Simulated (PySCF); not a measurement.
```yaml
atoms:
  - { symbol: In, position_ang: [0.0000, 0.0000, -1.4579] }
  - { symbol: Sn, position_ang: [0.0000, 0.0000, 1.3971] }
```

Core potentials replace the inner electrons of In and Sn.

Level of theory: PySCF 2.14.0, PBE0/def2-SVP, non-relativistic Hamiltonian with scalar-relativistic core potentials where named, at a bond length of 2.855 Å.

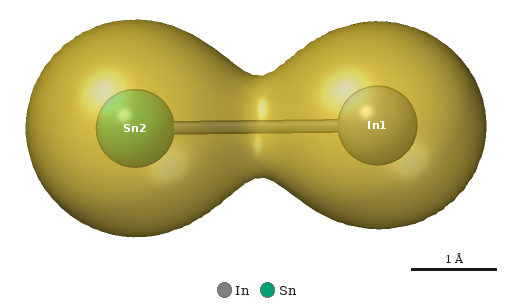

InSn (quartet). Isosurface of the electron density at 0.2 e/Å³ (yellow), seen from one side.

**What does this surface tell about the bonding?**

At this value the surface is in one piece. It bridges the sampled In–Sn (2.85 Å) contact, where the density stays above the isovalue. On the grid the lowest density along these lines, outside the cores, is 0.28 e/Å³ (In–Sn, 2.85 Å).
